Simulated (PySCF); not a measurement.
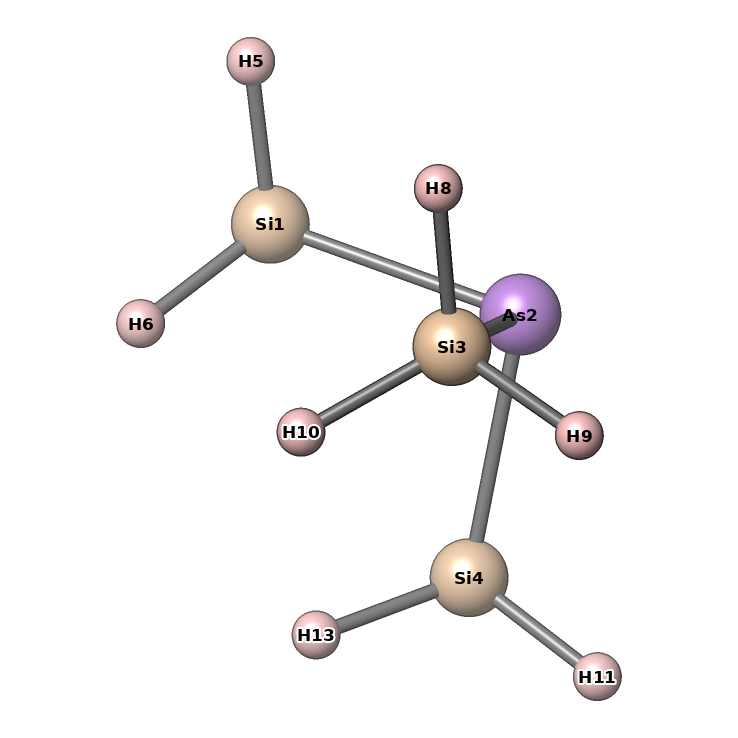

As2 lies behind Si3. The molecule seen a little off the Si3–As2 bond, Si3 in front. Distant atoms are faded towards the background colour. The geometry was computed by an optimisation with PBE0-D3(BJ)/def2-SVP. No frequency run is at hand to confirm it as a minimum.

What is the torsion angle H8–Si3–As2–Si1? The sign is positive where the front bond must turn clockwise to cover the back bond.

Answer. −73°, synclinal (gauche).
